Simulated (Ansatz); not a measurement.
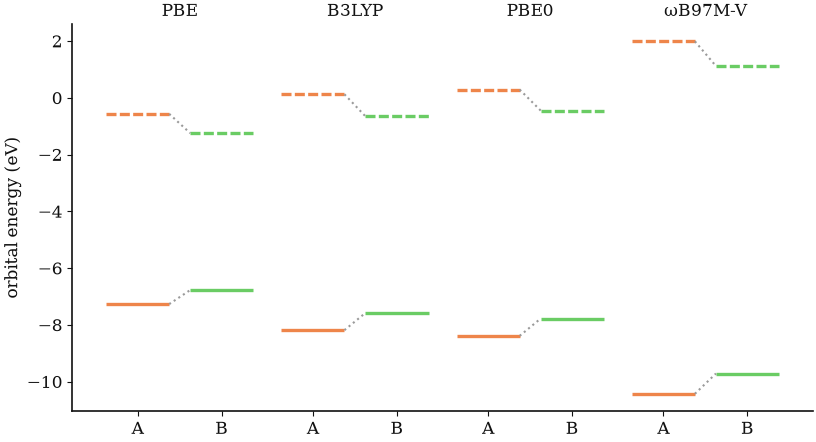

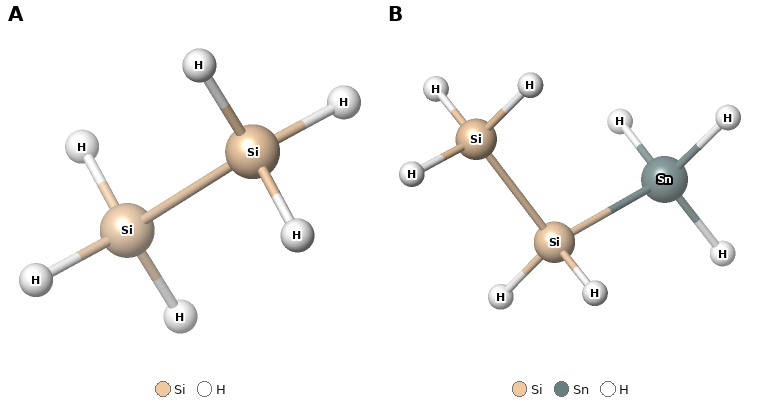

One change: A, Si₂H₆ (SMILES [SiH3][SiH3]), becomes B, SnSi₂H₈ (SMILES [SiH3][SiH2][SnH3]). H on Si is replaced by SnH₃. HOMO (solid) and LUMO (dashed) computed in def2-TZVPP at PBE0-D4/def2-TZVP geometries, both minima by their frequencies, gas phase, the Ansatz code. Empty levels above zero depend strongly on the basis.

What does the change do to HOMO and LUMO?

PBE: the HOMO rises by 0.50 eV, the LUMO falls by 0.68 eV, and the separation goes from 6.70 to 5.53 eV. B3LYP: the HOMO rises by 0.61 eV, the LUMO falls by 0.78 eV, and the separation goes from 8.31 to 6.93 eV. PBE0: the HOMO rises by 0.61 eV, the LUMO falls by 0.74 eV, and the separation goes from 8.68 to 7.33 eV. ωB97M-V: the HOMO rises by 0.72 eV, the LUMO falls by 0.87 eV, and the separation goes from 12.42 to 10.83 eV.

Do the functionals agree on the effect?

They agree on the direction for both levels; the HOMO shift lies between 0.50 and 0.72 eV and the LUMO shift between −0.87 and −0.68 eV, while the separations themselves differ by up to 5.7 eV between functionals.

Known limits of this run: core potentials past krypton; spin-orbit coupling is left out, and with Sn it can shift these values.
